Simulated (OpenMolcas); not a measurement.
# UPBE/ANO-RCC-VDZP (DKH2, RICD fitting, scramble 0.25) run of Si2H4ClF (SMILES F[SiH]([SiH3])Cl)

Wanted: an energy scan of Si2H4ClF. 

The calculation is run with OpenMolcas 26.06.

2 further runs of the same task are left out: 2 set aside as unsound or not needed.

## (1) Starting point

Si2H4ClF: 8 atoms, total charge 0, spin state singlet. SMILES: `F[SiH]([SiH3])Cl`. Geometry: relaxed at PBE0-D4/def2-TZVP.

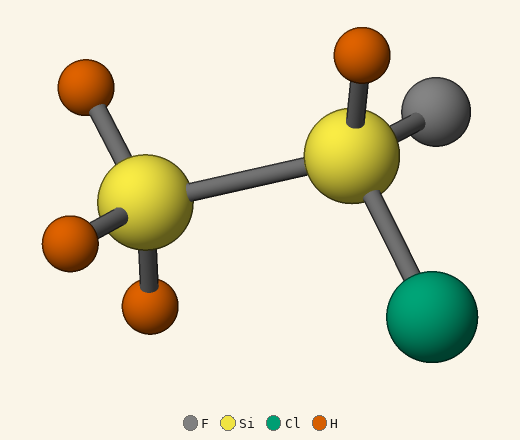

Viewed from a chosen angle; fluorine grey, silicon yellow, chlorine teal, hydrogen orange.

## (2) An energy scan at UPBE/ANO-RCC-VDZP (DKH2, RICD fitting, scramble 0.25)

Input file point1.xyz:

```xyz
8
R = 4.791
F     -3.221185     3.764784     1.818987
Si    -0.382900     0.812800    -0.667700
Si     0.539000    -0.793000     0.761300
Cl    -1.534100    -0.130100    -2.075900
H      0.596600     1.655400    -1.392300
H      1.355700    -0.131100     1.812300
H      1.403500    -1.693800    -0.044400
H     -0.556600    -1.574100     1.389600
```

Input file mol.inp:

```
>>> EXPORT MOLCAS_PRINT=2

&GATEWAY
  Coord=point1.xyz
  Basis=ANO-RCC-VDZP
  Group=NoSym
  RICD

&SEWARD

&SCF
  UHF
  KSDFT=PBE
  Scramble=0.25
  PrOrbitals=0
>>> ForEach K in (1, 2, 3, 4, 5, 6, 7, 8, 9)

&GATEWAY
  Coord=$CurrDir/point$K.xyz
  Basis=ANO-RCC-VDZP
  Group=NoSym
  RICD

&SEWARD

&SCF
  UHF
  KSDFT=PBE
  PrOrbitals=0
  FileOrb=$Project.UhfOrb
>>> EndDo
```

On the command line:

```bash
$ export MOLCAS_MEM=1860
$ pymolcas mol.inp > mol.log
```

Output:

```text
--- Start Module: gateway ---
[...]
--- Stop Module: gateway /rc=_RC_ALL_IS_WELL_ ---
[...]
      Basis functions           88
[...]
       Convergence after 135 Iterations
[...]
::    Total KS-DFT energy                           -1143.5573631192
[...]
--- Start Module: seward ---
[...]
--- Stop Module: seward /rc=_RC_ALL_IS_WELL_ ---
[...]
--- Start Module: scf ---
[...]
       Convergence after  10 Iterations
[...]
::    Total KS-DFT energy                           -1143.7213345629
[...]
      Total spin, S                                    -0.0000000000
[...]
      Total electronic charge=   58.000000
      Total            charge=   -0.000000
[...]
      Dipole Moment (debye):
      Origin of the operator (angstrom)=   -0.6135    0.2326   -0.5854
                   X=  1.0269E+00               Y= -4.1465E-02               Z=  7.3436E-01           Total=  1.2632E+00
      Quadrupole Moment (debye*angstrom):
[...]
--- Stop Module: scf /rc=_RC_ALL_IS_WELL_ ---
[...]
```

Wall time 2.8 min (1 thread of Intel Xeon 6975P-C (Granite Rapids), shared host); peak memory 0.092 GiB.

The scan, from its lowest point:

| Si2–F1 (Å) | energy (kJ/mol) |
| --- | --- |
| 4.791 | 519.2 |
| 3.833 | 490.7 |
| 3.194 | 435.6 |
| 2.715 | 337.9 |
| 2.316 | 211.4 |
| 1.996 | 87.3 |
| 1.757 | 9.1 |
| 1.597 | 0.0 |
| 1.437 | 88.7 |

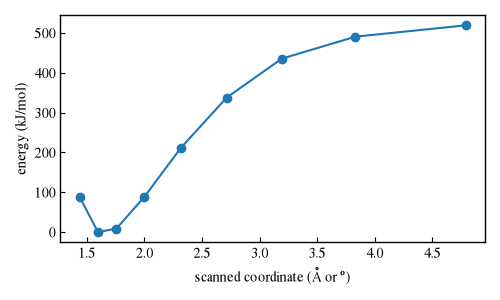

Energy along the scan.

## (3) Outcome

At UPBE/ANO-RCC-VDZP (DKH2, RICD fitting, scramble 0.25):

| quantity | value |
| --- | --- |
| lowest energy of the scan | -1143.75512 Eh |
